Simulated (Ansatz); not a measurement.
One crystal and one scan (frozen-phonon scan) at two levels, PBE (plane waves to 420 eV, PAW, scalar-relativistic; Ansatz, a quantum-chemistry and plane-wave program) and LDA (plane waves to 420 eV, PAW, scalar-relativistic; Ansatz), each from its own relaxed cell and on its own mesh. The cell shown is that of PBE.

Relaxed Sb (space group R-3m):

```
Sb
1.0
    4.37432     2.52551     7.69342
   -2.18716     1.26276     3.84671
    0.00000    -2.52551     3.84671
Sb
4
Cartesian
  0.00000   0.00000   3.08429
  2.18716   1.26276   6.93100
  0.00000   0.00000   8.45584
  2.18716   1.26276  12.30255
```

The atoms are displaced by Q × the pattern below (from a DFPT mode at L = (0.5, 0.0, 0.0), largest move 1; Q in Å), at fixed cell. (q is in reciprocal vectors of the primitive cell; the cell shown is doubled to hold the pattern.)

```json
[
 {"atom": "Sb1", "x": "0.500", "y": "-0.866", "z": "0.000"},
 {"atom": "Sb2", "x": "-0.500", "y": "0.866", "z": "0.000"},
 {"atom": "Sb3", "x": "-0.500", "y": "0.866", "z": "0.000"},
 {"atom": "Sb4", "x": "0.500", "y": "-0.866", "z": "0.000"}
]
```

Sb was relaxed with its symmetry unable to fall. Spin-orbit coupling is left out, though Sb is heavy. With partly filled bands, energies and forces of such displacements shift with the k mesh and the smearing. Percentages come from the unrounded values. Both scans cover Q from -0.180 to 0.180 Å.

| quantity | PBE | LDA | PBE − LDA |
|---|---|---|---|
| Lattice constant a (Å) | 4.374 | 4.293 | +0.081 (+1.9 %) |
| Lattice constant c (Å) | 11.54 | 10.96 | +0.58 (+5.3 %) |
| Relaxed volume (Å³/atom) | 31.87 | 29.16 | +2.71 (+9.3 %) |
| Energy at Q = 0.180 Å (meV/cell) | 534 | 564 | -30 (-5.3 %) |
| Harmonic wavenumber from the curvature (finite differences) (cm⁻¹ (negative: imaginary)) | 136 | 140 | -4 (-3 %) |

PBE gives the higher value for: lattice constant a; lattice constant c; relaxed volume. PBE gives the lower value for: energy at Q = 0.180 Å; harmonic wavenumber from the curvature. Both give the same space group of the distorted cell: C2/c (No. 15), lowered from R-3m. Neither level is exact: the differences show how much the result hangs on the functional.

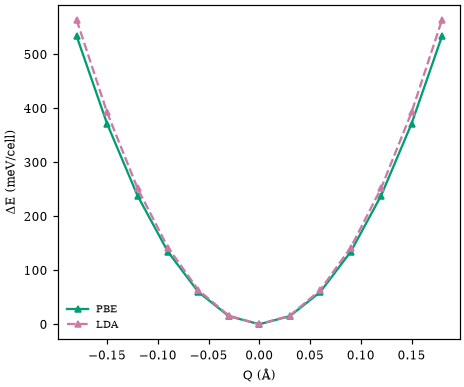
ΔE, each from the undisplaced structure of its own level.

(A displaced cell: forces are minus the slopes of the energy, force constants its curvatures, and phonons follow from these.)
